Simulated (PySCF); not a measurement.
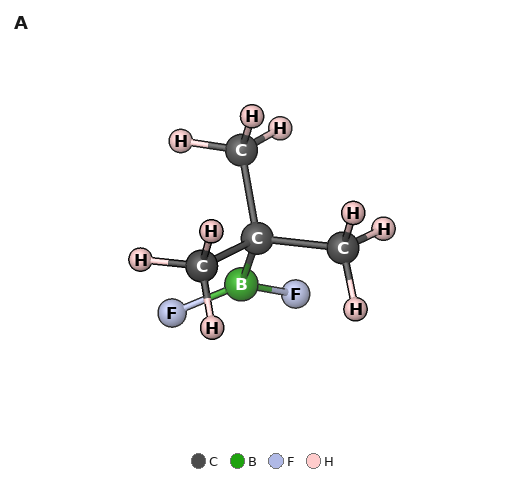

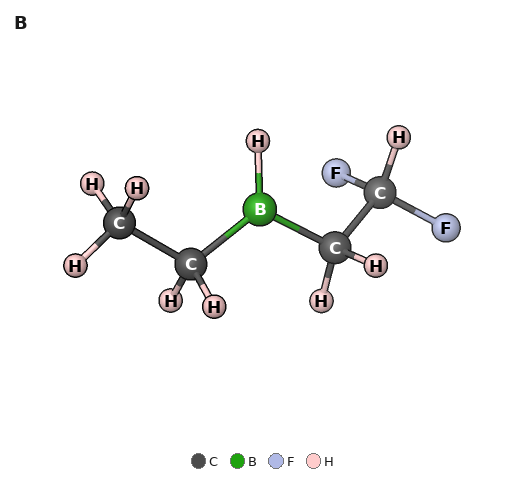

2 stationary structures of one formula. Geometries: GFN2-xTB. Electronic energies: PBE0/pcSseg-1 (PySCF 2.14.0), without zero-point energy. No frequency run is at hand to confirm each as a minimum. Each is one conformer, not always the lowest.

> How are they related?

They are constitutional isomers of C4H9BF2: A `CC(C)(C)B(F)F`, B `CCBCC(F)F`.

> Rank them by energy, lowest first.

A is lowest; B lies 3.794 eV above it.

The geometry is semi-empirical. Around B such bond lengths and angles can be off by a tenth of an ångström or more and by several degrees, and values that hang on the shape move with them.
